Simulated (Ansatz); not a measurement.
CH5N···H (doublet)

```xyz
8

H    -0.7260   -0.8523   -0.1425
C    -0.1698    0.2165   -0.4504
N     0.8138    0.6431    0.4728
H    -1.2007   -1.7775    0.1328
H     0.2531    0.0127   -1.4347
H    -0.9956    0.9249   -0.5256
H     1.5857   -0.0028    0.5568
H     0.4394    0.8355    1.3908
```

A transition-state structure; geometry: PBE0-D4/def2-TZVP.

The calculation used UKS PBE0-D4/def2-TZVPP in Ansatz.

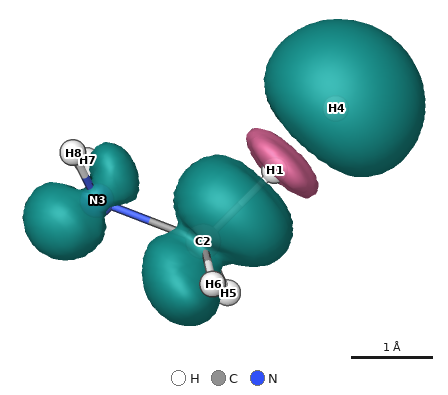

Figure 1. Isosurfaces of the spin density (α minus β) at +0.03 (teal) and −0.03 e/Å³ (pink), seen across its widest extent.

> Describe the spin distribution.

The unpaired spin (1 electron) lies mostly on H4 (about 0.5), C2 (about 0.3) and N3 (about 0.1), in electrons by Hirshfeld's partition.

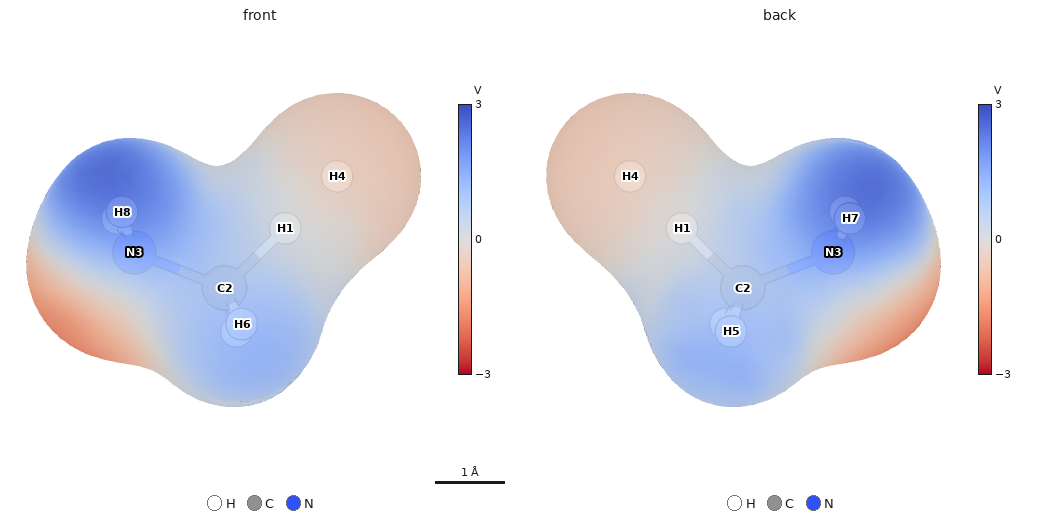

Figure 2. The electrostatic potential painted on the density surface at 0.004 e/bohr³, seen from the front and from behind; red is negative and blue positive.

> Where is the surface potential most negative and most positive?

The most negative region (about −1.6 V) lies over N3, the most positive (about +2.5 V) over H7 and H8. N3 is the likeliest acceptor of a hydrogen bond.

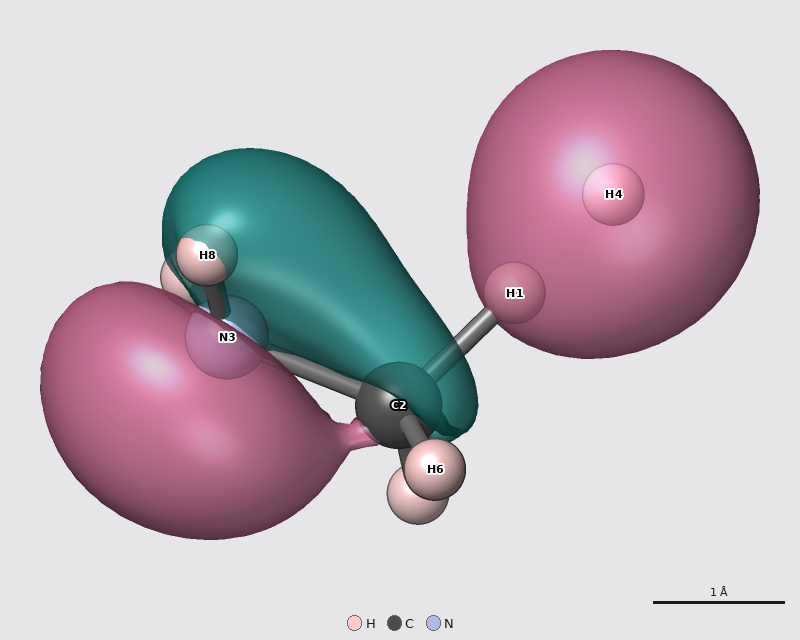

Figure 3. The HOMO−1 (α) at ±0.1 Å⁻³ᐟ² (teal and pink are the two phases), seen across its widest extent.

> What is the character of this orbital?

Its weight (Hirshfeld) is mainly on N3 (about 50 %), H4 (about 25 %), C2 (about 10 %) and H1 (about 10 %). Its energy is −8.57 eV.

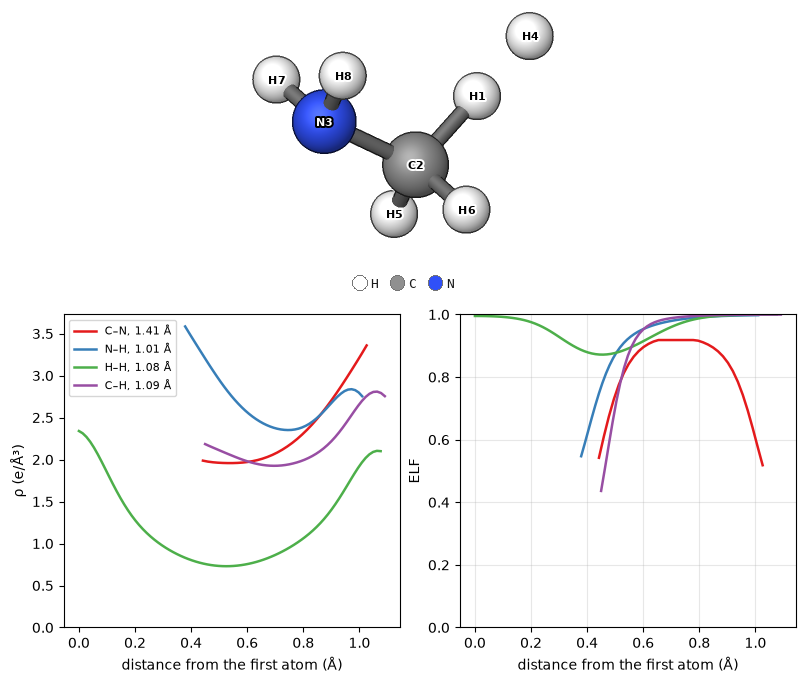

Figure 4. Total electron density and ELF along straight lines between neighbouring atoms. The curves leave out the atomic cores. The structure is drawn too.

> Compare the contacts.

C–N (1.41 Å): ρ at the midpoint is about 2.1 e/Å³; the ELF peaks at about 0.90 between the atoms, as expected for localised, covalent bonding.
N–H (1.01 Å): ρ is about 2.9 e/Å³ halfway; the ELF climbs to about 1 towards the hydrogen, as it does in any bond to H: a covalent bond by its length.
H1···H4 (1.08 Å): the density falls to about 0.73 e/Å³ on the way; the ELF is about 0.90 at the midpoint.
C–H (1.09 Å): ρ at the midpoint is about 2 e/Å³; the ELF climbs to about 1 towards the hydrogen: an ordinary covalent bond to hydrogen.
